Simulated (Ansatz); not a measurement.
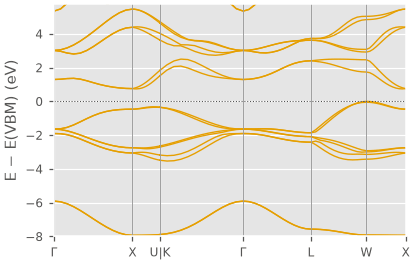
Fig. 1. Band structure from plane-wave PAW PBE with spin–orbit coupling (Ansatz code)

Task: Read off the gap and where the band edges lie.

Result: About 0.7 eV (0.74 eV by a search for the band edges); maximum at W, minimum on the X–U line, 12 % of the way from X.

The material is PbS (zinc blende, F-43m).

A made-up cell: these elements were put on the sites of a structure type; neither database checked (COD, Materials Project) lists it. It is not the phase usual at ambient conditions (space group No. 225). The cell was relaxed with PBE under the symmetry of its start. At this level the phase is mechanically unstable.

Potentials: the later of the program's two PAW sets.
